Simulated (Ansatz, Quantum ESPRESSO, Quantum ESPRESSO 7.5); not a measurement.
# Charging Rh(100), 5 layers

How does the Fermi level of Rh(100), 5 layers move as charge is added against a counter-electrode?

Main program and level: Quantum ESPRESSO 7.5; plane-wave DFT, PBE, GBRV ultrasoft pseudopotentials (geometry by Ansatz 0.2.0 with PAW datasets; geometry under PBE).

The experiments to compare with:

“Anisotropic work function of elemental crystals” (2019, arxiv:1902.07811) quotes from earlier work for Rh (clean (100) face): work function (clean (100) face) 5.3 eV.

**1. Starting point**

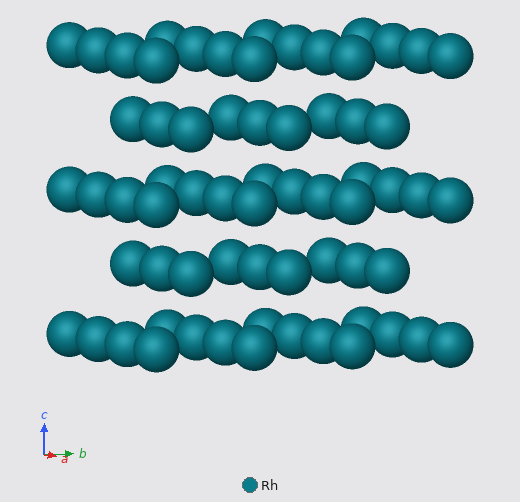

The starting structure, seen from the side, with the c axis up (rhodium blue). 3×3×1 cells are drawn. Some periodic images of atoms are drawn too.

The cell holds 5 atoms: 5 Rh. Its edges and angles: a = 2.687 Å, b = 2.687 Å, c = 22.600 Å, α = 90.0°, β = 90.0°, γ = 90.0°. It derives from Rh. Vacuum lies along c.

**2. Geometry from Ansatz**

The geometry comes first, from a plane-wave PAW code, so that the later runs on this slab share one structure.

Input file input.yaml:

```yaml
crystal:
  lattice:
    - [2.6870057685, 0.0, 0.0]
    - [0.0, 2.6870057685, 0.0]
    - [0.0, 0.0, 22.6]
  atoms:
    - { symbol: Rh, position: [0.0, 0.0, 0.3318584071] }
    - { symbol: Rh, position: [0.5, 0.5, 0.4159292035] }
    - { symbol: Rh, position: [0.0, 0.0, 0.5] }
    - { symbol: Rh, position: [0.5, 0.5, 0.5840707965] }
    - { symbol: Rh, position: [0.0, 0.0, 0.6681415929] }
kpoints:
  mp_grid: { grid: [10, 10, 1] }
hamiltonian:
  xc: pbe
scf:
  occupations: { method: fermi_dirac, width: 0.1 }
  convergence: { dr2_threshold: 1.0e-08 }
efield:
  axis: 3
  dipole_correction: true
  ramp_position: 0.97
  ramp_width: 0.04
relax:
  f_tol: 0.01
  constraints: [{ sites: [0, 1, 2] }]
output:
  write_potential: true
  write_density: true
  volumetric_format: npy
```

The run is started by

```bash
$ ansatz run input.yaml --threads 4 --pin off --max-ram 8192MiB --backend cpu --events-out ev --progress --plain --runs-dir out
```

Numbers of over 12 decimals in the logs are rounded to 6 here.

What it wrote:

```text
Engine: ansatz 0.2.0, aarch64-unknown-linux-gnu
Pseudopotentials: kind: paw
Pseudopotential: Rh, paw, valence charge 17, recommended cutoff 420 eV (normal), Rh.paw.azcp
Functional definition: PBE
  parameter kappa = 0.804
  parameter beta = 0.066725
  exchange = pbe_x(kappa = kappa, mu = beta*pi^2/3)
  correlation = pbe_c(beta = beta)
Crystal: 5 atoms, lattice volume = 163.172 Å³
Basis set: ecut = 420 eV, 3215 PW (Γ), exchange–correlation on 36×36×320 points (8 copies of the dense FFT grid, shifted against one another)
Bands: 51, of which v1, the nominal top of the filled ones, is band 43 counted from 1 (42 counted from 0)
Symmetry: 8 space group operations
k-points: 21 of 100
Non-local potential: Rh, projectors of the file, l = 0: 3, l = 1: 2, l = 2: 2, l = 3: 1
PAW form: soft (Blöchl's): semilocal exchange-correlation on the pseudo side does not see the compensation charge
PAW one-centre angular grid: Rh, 590 points (default); XC on 64 Gauss nodes
Initial density: superposition of atomic densities (neutral atoms: chi_scale 0, normalization atom), corrected by the library's trained network
Initial wavefunctions: pseudopotential atomic-orbital guess
Functional: x = pbe(κ = 0.804, μ = 0.219515), c = pbe(β = 0.066725)
SCF iter   1: F=—  HF=-32012.393178 eV  |F-HF|=—  |Δ(HF+E_count)|=         —  Δρ=5.37e-3  dr2=1.57e-1  ethr=1.77e-3  p=-0.000 e·Å  D=-8.31e-5 V/Å  ΔV_dip=0.00 eV  dr2_dipole=1.97e-5  V_vac-E_F(+/−)=4.75/4.75 eV  ⟨swp⟩=8.9  Hψ=4922  notcnv=0  defer=4
efield: sawtooth ramp at fractional position 0.9700 (set: `efield.ramp_position`, or a place that a band, a saddle search or an elastic batch's reference lends), width 0.0400; the density the first Hamiltonian is built on has a dipole p = -0.000 e·Å; the dipole correction subtracts the counter field D = -8.31e-5 V/Å, which shifts the + side's vacuum level by +0.00 eV against the − side's; the planar-averaged density in the ramp window peaks in size at 3.6e-5 e/Å³
preconditioner: auto → LDOS  [metal: Δε(μ)=0.017 eV  Ē_g=5.336 eV  σ=0.100 eV  W_gap=0.04  n_scr=36 (ndim 8)  ℏωp=19.5 eV  f_vac=0.519  D(μ)=7.52/eV (n_scr^D=72)  β→1.0]
SCF iter   2: F=—  HF=-32012.391210 eV  |F-HF|=—  |Δ(HF+E_count)|=   1.97e-3  Δρ=3.73e-3  dr2=2.46e-2  ethr=1.84e-4  p=-0.000 e·Å  D=-5.81e-7 V/Å  ΔV_dip=0.00 eV  dr2_dipole=3.31e-7  V_vac-E_F(+/−)=5.09/5.09 eV  ⟨swp⟩=2.1  Hψ=1714  notcnv=0  defer=9
SCF iter   3: F=—  HF=-32012.387485 eV  |F-HF|=—  |Δ(HF+E_count)|=   3.72e-3  Δρ=9.73e-4  dr2=3.43e-3  ethr=2.89e-5  p=-0.000 e·Å  D=-1.37e-5 V/Å  ΔV_dip=0.00 eV  dr2_dipole=2.90e-7  V_vac-E_F(+/−)=5.01/5.01 eV  ⟨swp⟩=2.3  Hψ=1853  notcnv=0  defer=9
SCF iter   4: F=—  HF=-32012.386951 eV  |F-HF|=—  |Δ(HF+E_count)|=   5.34e-4  Δρ=2.56e-4  dr2=1.20e-4  ethr=4.03e-6  p=-0.000 e·Å  D=-4.83e-6 V/Å  ΔV_dip=0.00 eV  dr2_dipole=1.99e-8  V_vac-E_F(+/−)=5.04/5.04 eV  ⟨swp⟩=2.3  Hψ=1557  notcnv=0  defer=9
SCF iter   5: F=—  HF=-32012.386955 eV  |F-HF|=—  |Δ(HF+E_count)|=   3.80e-6  Δρ=6.47e-5  dr2=2.10e-5  ethr=1.41e-7  p=-0.000 e·Å  D=-2.68e-6 V/Å  ΔV_dip=0.00 eV  dr2_dipole=1.89e-8  V_vac-E_F(+/−)=5.05/5.05 eV  ⟨swp⟩=2.3  Hψ=1742  notcnv=0  defer=9
SCF iter   6: F=—  HF=-32012.386698 eV  |F-HF|=—  |Δ(HF+E_count)|=   2.57e-4  Δρ=2.84e-5  dr2=2.01e-6  ethr=2.47e-8  p=-0.000 e·Å  D=-9.59e-7 V/Å  ΔV_dip=0.00 eV  dr2_dipole=1.70e-8  V_vac-E_F(+/−)=5.06/5.06 eV  ⟨swp⟩=2.3  Hψ=1603  notcnv=0  defer=9
SCF iter   7: F=—  HF=-32012.386703 eV  |F-HF|=—  |Δ(HF+E_count)|=   5.09e-6  Δρ=1.13e-5  dr2=2.24e-7  ethr=2.37e-9  p=0.000 e·Å  D=4.18e-7 V/Å  ΔV_dip=-0.00 eV  dr2_dipole=3.93e-9  V_vac-E_F(+/−)=5.06/5.06 eV  ⟨swp⟩=2.3  Hψ=1656  notcnv=0  defer=9
SCF iter   8: F=—  HF=-32012.386703 eV  |F-HF|=—  |Δ(HF+E_count)|=   4.90e-7  Δρ=4.34e-6  dr2=2.90e-8  ethr=2.64e-10  p=0.000 e·Å  D=1.26e-6 V/Å  ΔV_dip=-0.00 eV  dr2_dipole=5.33e-10  V_vac-E_F(+/−)=5.06/5.06 eV  ⟨swp⟩=2.8  Hψ=1760  notcnv=0  defer=9
SCF iter   9: F=-32012.386703 eV  HF=-32012.386703 eV  |F-HF|=6.34e-9  |Δ(HF+E_count)|=   4.98e-8  Δρ=1.25e-6  dr2=2.22e-9  ethr=1.18e-11  p=0.000 e·Å  D=1.57e-6 V/Å  ΔV_dip=-0.00 eV  dr2_dipole=8.60e-12  V_vac-E_F(+/−)=5.06/5.06 eV  ⟨swp⟩=10.1  Hψ=7754  notcnv=0
SCF 1 converged in 9 iterations: F = -32012.386703 eV  dr2 = 2.22e-9
  greatest PAW one-centre occupation: 1.000 electrons in one spin orbital (limit 2), on the Rh atom at site 2 (counted from 0), in its partial waves of l = 0
relax step   1: F+E_penalty+E_count = -32012.38670342 eV  Δ(F+E_penalty+E_count) = +0.000e0 eV  max|allowed force component| = 6.414e-1 eV/Å  Δτ_max = 0.0000 Å  (9 SCF iters, accepted)
Initial density: handed on by an earlier stage of this run
Initial wavefunctions: those handed on with the density
iter 1 solved again at ethr=2.49e-5 eV; its pass at ethr=3.10e-3 eV (dr2=2.12e-2 eV) is discarded
SCF iter   1: F=—  HF=-32012.404649 eV  |F-HF|=—  |Δ(HF+E_count)|=         —  Δρ=4.53e-3  dr2=1.90e-2  ethr=2.49e-5  p=0.000 e·Å  D=3.42e-6 V/Å  ΔV_dip=-0.00 eV  dr2_dipole=1.29e-3  V_vac-E_F(+/−)=5.06/5.06 eV  ⟨swp⟩=2.0  Hψ=3751  notcnv=0  defer=9
efield: sawtooth ramp at fractional position 0.9700 (set: `efield.ramp_position`, or a place that a band, a saddle search or an elastic batch's reference lends), width 0.0400; the density the first Hamiltonian is built on has a dipole p = 0.000 e·Å; the dipole correction subtracts the counter field D = 3.42e-6 V/Å, which shifts the + side's vacuum level by -0.00 eV against the − side's; the planar-averaged density in the ramp window peaks in size at 6.4e-6 e/Å³
preconditioner: auto → LDOS  [metal: Δε(μ)=0.007 eV  Ē_g=5.358 eV  σ=0.100 eV  W_gap=0.02  n_scr=36 (ndim 8)  ℏωp=19.5 eV  f_vac=0.518  D(μ)=7.41/eV (n_scr^D=64)  β→1.0]
SCF iter   2: F=—  HF=-32012.404018 eV  |F-HF|=—  |Δ(HF+E_count)|=   6.31e-4  Δρ=1.57e-3  dr2=6.60e-3  ethr=2.23e-5  p=-0.000 e·Å  D=-3.55e-4 V/Å  ΔV_dip=0.01 eV  dr2_dipole=2.18e-3  V_vac-E_F(+/−)=5.06/5.06 eV  ⟨swp⟩=2.0  Hψ=1793  notcnv=0  defer=9
SCF iter   3: F=—  HF=-32012.403237 eV  |F-HF|=—  |Δ(HF+E_count)|=   7.81e-4  Δρ=5.32e-4  dr2=5.73e-4  ethr=7.76e-6  p=-0.001 e·Å  D=-1.15e-3 V/Å  ΔV_dip=0.03 eV  dr2_dipole=2.72e-5  V_vac-E_F(+/−)=5.08/5.06 eV  ⟨swp⟩=2.2  Hψ=1711  notcnv=0  defer=9
SCF iter   4: F=—  HF=-32012.403153 eV  |F-HF|=—  |Δ(HF+E_count)|=   8.44e-5  Δρ=2.09e-4  dr2=1.77e-4  ethr=6.74e-7  p=-0.001 e·Å  D=-1.13e-3 V/Å  ΔV_dip=0.03 eV  dr2_dipole=1.80e-5  V_vac-E_F(+/−)=5.08/5.05 eV  ⟨swp⟩=2.8  Hψ=2047  notcnv=0  defer=9
SCF iter   5: F=—  HF=-32012.403130 eV  |F-HF|=—  |Δ(HF+E_count)|=   2.29e-5  Δρ=8.98e-5  dr2=3.38e-5  ethr=2.08e-7  p=-0.001 e·Å  D=-1.24e-3 V/Å  ΔV_dip=0.03 eV  dr2_dipole=6.39e-6  V_vac-E_F(+/−)=5.08/5.05 eV  ⟨swp⟩=2.1  Hψ=1420  notcnv=0  defer=9
SCF iter   6: F=—  HF=-32012.402872 eV  |F-HF|=—  |Δ(HF+E_count)|=   2.58e-4  Δρ=2.44e-5  dr2=1.62e-6  ethr=3.98e-8  p=-0.001 e·Å  D=-1.34e-3 V/Å  ΔV_dip=0.03 eV  dr2_dipole=1.13e-8  V_vac-E_F(+/−)=5.08/5.05 eV  ⟨swp⟩=2.3  Hψ=1519  notcnv=0  defer=9
SCF iter   7: F=—  HF=-32012.402875 eV  |F-HF|=—  |Δ(HF+E_count)|=   3.35e-6  Δρ=8.18e-6  dr2=2.17e-7  ethr=1.91e-9  p=-0.001 e·Å  D=-1.36e-3 V/Å  ΔV_dip=0.03 eV  dr2_dipole=9.17e-9  V_vac-E_F(+/−)=5.09/5.05 eV  ⟨swp⟩=2.4  Hψ=1676  notcnv=0  defer=9
SCF iter   8: F=—  HF=-32012.402876 eV  |F-HF|=—  |Δ(HF+E_count)|=   1.54e-7  Δρ=4.64e-6  dr2=4.89e-8  ethr=2.56e-10  p=-0.001 e·Å  D=-1.38e-3 V/Å  ΔV_dip=0.03 eV  dr2_dipole=2.49e-9  V_vac-E_F(+/−)=5.09/5.05 eV  ⟨swp⟩=2.4  Hψ=1591  notcnv=0  defer=9
SCF iter   9: F=-32012.402876 eV  HF=-32012.402876 eV  |F-HF|=1.96e-9  |Δ(HF+E_count)|=   1.53e-9  Δρ=1.72e-6  dr2=5.85e-9  ethr=1.18e-11  p=-0.001 e·Å  D=-1.38e-3 V/Å  ΔV_dip=0.03 eV  dr2_dipole=1.35e-11  V_vac-E_F(+/−)=5.09/5.05 eV  ⟨swp⟩=8.5  Hψ=8168  notcnv=0
SCF 2 converged in 9 iterations: F = -32012.402876 eV  dr2 = 5.85e-9
  greatest PAW one-centre occupation: 1.000 electrons in one spin orbital (limit 2), on the Rh atom at site 3 (counted from 0), in its partial waves of l = 0
relax step   2: F+E_penalty+E_count = -32012.40287555 eV  Δ(F+E_penalty+E_count) = -1.617e-2 eV  max|allowed force component| = 1.174e-1 eV/Å  Δτ_max = 0.0632 Å  (9 SCF iters, accepted)
SCF iter   1: F=—  HF=-32012.403742 eV  |F-HF|=—  |Δ(HF+E_count)|=         —  Δρ=7.63e-4  dr2=5.35e-4  ethr=6.25e-6  p=-0.001 e·Å  D=-1.38e-3 V/Å  ΔV_dip=0.03 eV  dr2_dipole=5.52e-7  V_vac-E_F(+/−)=5.09/5.05 eV  ⟨swp⟩=2.8  Hψ=2144  notcnv=0  defer=9
efield: sawtooth ramp at fractional position 0.9700 (set: `efield.ramp_position`, or a place that a band, a saddle search or an elastic batch's reference lends), width 0.0400; the density the first Hamiltonian is built on has a dipole p = -0.001 e·Å; the dipole correction subtracts the counter field D = -1.38e-3 V/Å, which shifts the + side's vacuum level by +0.03 eV against the − side's; the planar-averaged density in the ramp window peaks in size at 9.7e-6 e/Å³
preconditioner: auto → LDOS  [metal: Δε(μ)=0.007 eV  Ē_g=5.364 eV  σ=0.100 eV  W_gap=0.02  n_scr=36 (ndim 8)  ℏωp=19.5 eV  f_vac=0.518  D(μ)=7.47/eV (n_scr^D=72)  β→1.0]
SCF iter   2: F=—  HF=-32012.403711 eV  |F-HF|=—  |Δ(HF+E_count)|=   3.11e-5  Δρ=2.83e-4  dr2=2.31e-4  ethr=6.29e-7  p=-0.001 e·Å  D=-1.31e-3 V/Å  ΔV_dip=0.03 eV  dr2_dipole=8.21e-5  V_vac-E_F(+/−)=5.08/5.06 eV  ⟨swp⟩=2.0  Hψ=1983  notcnv=0  defer=9
SCF iter   3: F=—  HF=-32012.403684 eV  |F-HF|=—  |Δ(HF+E_count)|=   2.74e-5  Δρ=9.42e-5  dr2=1.89e-5  ethr=2.72e-7  p=-0.001 e·Å  D=-1.17e-3 V/Å  ΔV_dip=0.03 eV  dr2_dipole=1.05e-6  V_vac-E_F(+/−)=5.08/5.05 eV  ⟨swp⟩=2.0  Hψ=1525  notcnv=0  defer=9
SCF iter   4: F=—  HF=-32012.403435 eV  |F-HF|=—  |Δ(HF+E_count)|=   2.49e-4  Δρ=4.25e-5  dr2=6.83e-6  ethr=2.22e-8  p=-0.001 e·Å  D=-1.17e-3 V/Å  ΔV_dip=0.03 eV  dr2_dipole=4.79e-7  V_vac-E_F(+/−)=5.08/5.06 eV  ⟨swp⟩=3.0  Hψ=2090  notcnv=0  defer=9
SCF iter   5: F=—  HF=-32012.403436 eV  |F-HF|=—  |Δ(HF+E_count)|=   1.08e-6  Δρ=1.90e-5  dr2=1.38e-6  ethr=8.04e-9  p=-0.001 e·Å  D=-1.16e-3 V/Å  ΔV_dip=0.03 eV  dr2_dipole=1.79e-7  V_vac-E_F(+/−)=5.08/5.06 eV  ⟨swp⟩=2.0  Hψ=1360  notcnv=0  defer=9
SCF iter   6: F=—  HF=-32012.403436 eV  |F-HF|=—  |Δ(HF+E_count)|=   2.32e-8  Δρ=4.05e-6  dr2=4.65e-8  ethr=1.63e-9  p=-0.001 e·Å  D=-1.14e-3 V/Å  ΔV_dip=0.03 eV  dr2_dipole=2.49e-10  V_vac-E_F(+/−)=5.08/5.06 eV  ⟨swp⟩=2.1  Hψ=1667  notcnv=0  defer=9
SCF iter   7: F=-32012.403436 eV  HF=-32012.403436 eV  |F-HF|=5.74e-9  |Δ(HF+E_count)|=   1.23e-8  Δρ=1.51e-6  dr2=7.96e-9  ethr=1.18e-11  p=-0.001 e·Å  D=-1.14e-3 V/Å  ΔV_dip=0.03 eV  dr2_dipole=4.24e-10  V_vac-E_F(+/−)=5.08/5.06 eV  ⟨swp⟩=10.6  Hψ=8140  notcnv=0
SCF 3 converged in 7 iterations: F = -32012.403436 eV  dr2 = 7.96e-9
relax step   3: F+E_penalty+E_count = -32012.40343561 eV  Δ(F+E_penalty+E_count) = -5.601e-4 eV  max|allowed force component| = 1.571e-3 eV/Å  Δτ_max = 0.0105 Å  (7 SCF iters, accepted)
NSCF: frozen V_eff on 21 k-points
the band table was solved once a step of the walk had ended and its energy, with any forces and stress, was formed, with the checks that follow a solve (5244 applications of the Hamiltonian). They found nothing against the state; the energy, forces and stress were not computed again (output.eigenvalues in the input reference)
WARN: The output density's exchange-correlation potential varies sharply where the density is thin. Do not read a vacuum level from v_tot or v_xc, or from such a field of the output density. On a cell that repeats whose density bears no net charge and no dipole along the vacuum's axis use v_es (v_loc + v_h of the components); under efield.dipole_correction with no amplitude use v_es + v_field, which holds any externa [...]
SCF converged after 7 iterations
Free energy (F): -32012.403436 eV
Harris-Foulkes:  -32012.403436 eV  (|F-HF|=5.74e-9)
Internal energy: -32012.147621 eV  (E = F + TS)
E sigma→0 (E₀):  -32012.275528 eV
Entropy (-TS):   -0.255815 eV (-51.163 meV/atom)
Fermi energy:    6.508526 eV
Dipole field:    D = -0.001171 V/Å  (p = -0.001056 e·Å, saw-weighted, corrected)
Work function:   Φ+ = 5.0814 eV   Φ− = 5.0550 eV
Levels:          The Fermi level and band energies are counted from a zero that moves with the ramp; work functions are not
--- Per-component energies (eV) ---
  E_band       = -1751.582031
  E_kinetic    = 2862.886591
  E_local      = -124036.094331  (includes V_loc(G=0)·N_el)
  E_nonlocal   = 1777.425850
  E_hartree    = 60194.979598
  E_xc         = -1105.853898
  E_vxc        = -1387.751915  (∫ρ·V_xc dr)
  E_paw        = -17936.167598  (= ΣΔE_a)
  E_vpaw       = -1358.017597  (= ΣTr[D̂ρ^β])
  E_aug_tail   = 0.004284  (compensation charges beyond the density's cutoff)
  E_efield     = 0.000001  (sawtooth field / dipole correction)
  E_vefield    = 0.023578  (∫n·V_field dr)
  E_ewald      = 46230.671883
  E_smearing   = -0.255815  (= −TS)
  E_closure    = -0.000000  (closes the sum)
  Σ components = -32012.403436   (vs F -32012.403436, Δ=0.00e0)
--- Forces (eV/Å), atoms counted from 1 ---
  atom   1  Rh    -0.00000000     0.00000000     0.31699677
  atom   2  Rh     0.00000000     0.00000000    -0.56688798
  atom   3  Rh    -0.00000000     0.00000000     0.24813001
  atom   4  Rh     0.00000000     0.00000000     0.00021839
  atom   5  Rh    -0.00000000     0.00000000     0.00157090
  max |Σ_I F_I| component: 2.81e-5 eV/Å
--- Band table (eV; the first three rows and the last of 21) ---
  k-point 0: bands = [... 39 lower, 5.6988, 5.9803, 6.0189, 6.5534, 6.6634, 6.6634, 7.0233, 7.1299, ... 4 higher]
  k-point 1: bands = [... 39 lower, 5.5990, 6.0785, 6.0966, 6.1756, 6.3079, 6.8293, 6.8716, 6.9318, ... 4 higher]
  k-point 2: bands = [... 39 lower, 5.5808, 5.6130, 5.7708, 5.9999, 6.1824, 6.5325, 6.7502, 7.1702, ... 4 higher]
  k-point 20: bands = [... 39 lower, 6.9125, 7.5000, 7.5120, 7.5359, 7.9862, 8.0495, 10.8314, 10.8314, ... 4 higher]
--- Relaxed structure (3 steps of the walk, 3 accepted, 0 SCFs on fresh bases) ---
  F+E_penalty+E_count = -32012.40343561 eV   max|allowed force component| = 1.571e-3 eV/Å
  atoms:
    - { symbol: Rh, position: [0.0, 0.0, 0.3318584071] }
    - { symbol: Rh, position: [0.5, 0.5, 0.4159292035] }
    - { symbol: Rh, position: [0.0, 0.0, 0.5] }
    - { symbol: Rh, position: [0.5, 0.5, 0.586406] }
    - { symbol: Rh, position: [0, 0.0, 0.668203] }
```

Wall time 25 s (4 threads of Arm Neoverse N1, shared host); peak memory 0.52 GiB; 94 s of CPU time.

Relaxation path:

```csv
step,energy less that of the first step (eV),largest force component (eV/Å)
1,0.0000,0.6414
2,-0.0162,0.1174
3,-0.0167,0.0016
```

Forces are held to the 8 operations that the run works with; a distortion that breaks them can't arise in this run.

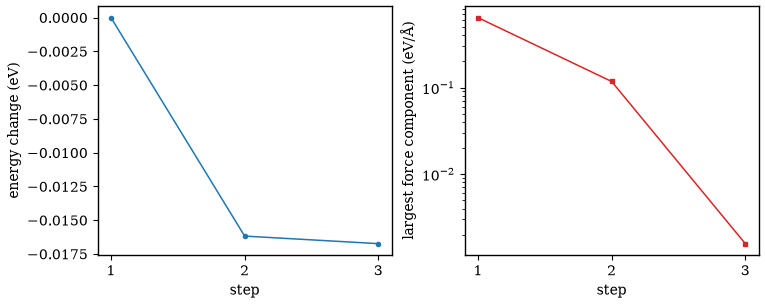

Energy and largest force along the relaxation.

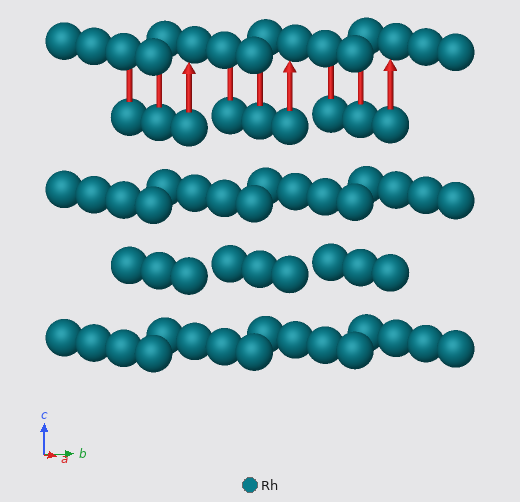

Displacements in the relaxation, exaggerated; the longest in the cell stands for 0.05 Å. 3×3×1 cells are drawn. Some periodic images of atoms are drawn too.

The atoms that moved most (Å):

```csv
atom,dx,dy,dz,length
Rh4,0.000,0.000,0.053,0.053
```

Final coordinates:

```xyz
5
Lattice="2.6870 0.0000 0.0000 0.0000 2.6870 0.0000 0.0000 0.0000 22.6000" Properties=species:S:1:pos:R:3
Rh    0.0000    0.0000    7.5000
Rh    1.3435    1.3435    9.4000
Rh    0.0000    0.0000   11.3000
Rh    1.3435    1.3435   13.2528
Rh    0.0000    0.0000   15.1014
```

The relaxation lowers the energy by 3 meV an atom. Held were the atoms numbered 1, 2 and 3; the forces quoted are those on the free ones.

Numbers from this step:

```
free energy                     : -32012.4034 eV
energy at zero smearing         : -32012.2755 eV
smearing term TS                : 0.2558 eV
Fermi energy                    : 6.509 eV
symmetry operations             : 8
work function of the upper face : 5.081 eV
work function of the lower face : 5.055 eV
dipole along the normal         : -0.001056 e·Å
```

[end of part 1 of 6]

[Logs are printed without paths, hosts, clocks, repeated set-up lines and the standing remarks that a program may print on its own settings, such as how far it seeks lower states.]

[Hosts, paths, dates, database ids (printed as entryN), source tags and the programs' standing remarks are cut or masked in the printed files.]

[Maps of the electrostatic potential energy from Ansatz leave out the sawtooth potential of an applied field or a dipole correction, so their vacuum need not be flat; planar profiles and work functions include it.]
